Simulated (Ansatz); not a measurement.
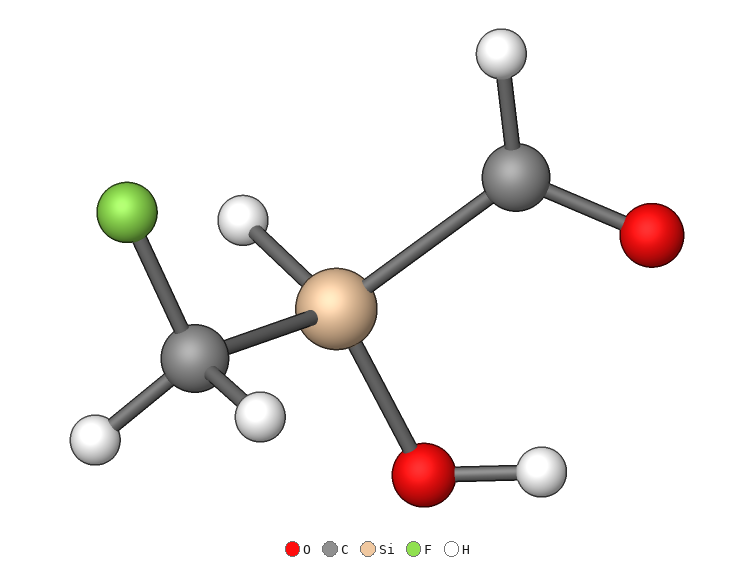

Source: calculation with Ansatz.

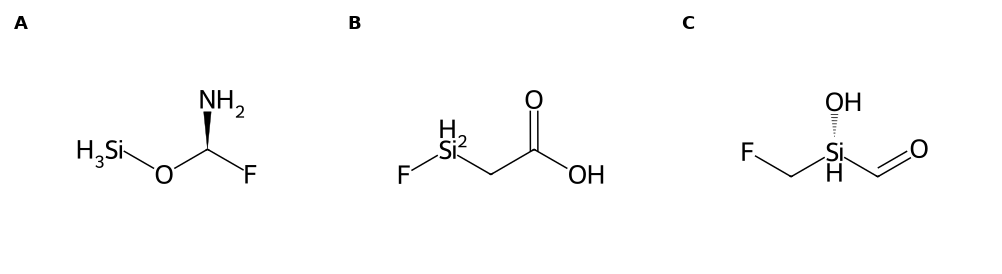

**The first picture shows one of the molecules drawn in the second. Which?**

C, `O=C[Si@@H](O)CF`.
